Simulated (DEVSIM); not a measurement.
Device: abrupt Si n-p junction, at 300 K.

```tsv
layer (left to right)	material	thickness (μm)	Nd (cm⁻³)	Na (cm⁻³)	τn (s)	τp (s)
1	Si	3.50	5.9e16	-	1.6e-6	1.6e-6
2	Si	12.0	-	9.8e17	1.6e-6	1.6e-6
```

Left contact: ohmic. Right contact: ohmic. Voltage is applied to the left contact. Recombination: SRH at mid-gap, radiative, Auger. Mobility is μmin + (μ − μmin)/(1 + (N/Nref)^α).

The device is made up for the run: typed textbook-type constants, with dimensions and the other settings drawn at random. Values at 300 K.

```tsv
parameter	Si
gap (eV)	1.124
affinity (eV)	4.05
permittivity	11.7
Nc (cm⁻³)	2.86e19
Nv (cm⁻³)	3.1e19
μn (cm²/Vs)	1417
μp (cm²/Vs)	470
μn,min	52
μp,min	45
Nref,n	9.7e16
Nref,p	2.2e17
αn	0.68
αp	0.72
B (cm³/s)	4.7e-15
Cn (cm⁶/s)	2.8e-31
Cp (cm⁶/s)	9.9e-32
```

Simulated with DEVSIM: 1D drift-diffusion, Boltzmann statistics, complete ionisation; no tunnelling, impact ionisation, image-force lowering or self-heating.

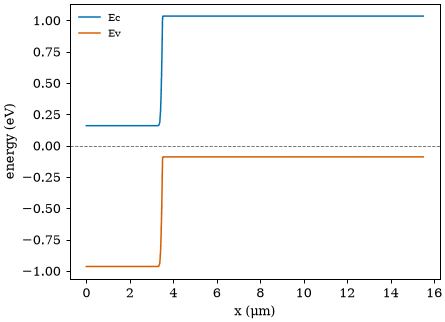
Band edges at zero bias

Energies count from the Fermi level of the right contact; mesh points crowd at the junctions.

| x (μm) | Ec (eV) | Ev (eV) | n (cm⁻³) | p (cm⁻³) | field (V/cm) |
|---|---|---|---|---|---|
| 0.000 | 0.160 | -0.964 | 5.9e16 | 2000 | ≈ 0 |
| 0.03235 | 0.160 | -0.964 | 5.9e16 | 2000 | ≈ 0 |
| 0.1077 | 0.160 | -0.964 | 5.9e16 | 2000 | ≈ 0 |
| 0.2831 | 0.160 | -0.964 | 5.9e16 | 2000 | ≈ 0 |
| 0.9635 | 0.160 | -0.964 | 5.9e16 | 2000 | ≈ 0 |
| 2.131 | 0.160 | -0.964 | 5.9e16 | 2000 | ≈ 0 |
| 2.926 | 0.160 | -0.964 | 5.9e16 | 2000 | ≈ 0 |
| 3.330 | 0.162 | -0.962 | 5.5e16 | 2100 | 1000 |
| 3.441 | 0.421 | -0.703 | 2.5e12 | 4.7e7 | 65000 |
| 3.489 | 0.835 | -0.289 | 270000 | 4.3e14 | 110000 |
| 3.514 | 1.031 | -0.093 | 140 | 8.4e17 | 9400 |
| 3.598 | 1.035 | -0.089 | 120 | 9.8e17 | ≈ 0 |
| 3.764 | 1.035 | -0.089 | 120 | 9.8e17 | ≈ 0 |
| 4.152 | 1.035 | -0.089 | 120 | 9.8e17 | ≈ 0 |
| 5.586 | 1.035 | -0.089 | 120 | 9.8e17 | ≈ 0 |
| 8.431 | 1.035 | -0.089 | 120 | 9.8e17 | ≈ 0 |
| 12.38 | 1.035 | -0.089 | 120 | 9.8e17 | ≈ 0 |
| 14.19 | 1.035 | -0.089 | 120 | 9.8e17 | ≈ 0 |
| 15.11 | 1.035 | -0.089 | 120 | 9.8e17 | ≈ 0 |
| 15.35 | 1.035 | -0.089 | 120 | 9.8e17 | ≈ 0 |
| 15.45 | 1.035 | -0.089 | 120 | 9.8e17 | ≈ 0 |
| 15.50 | 1.035 | -0.089 | 120 | 9.8e17 | ≈ 0 |
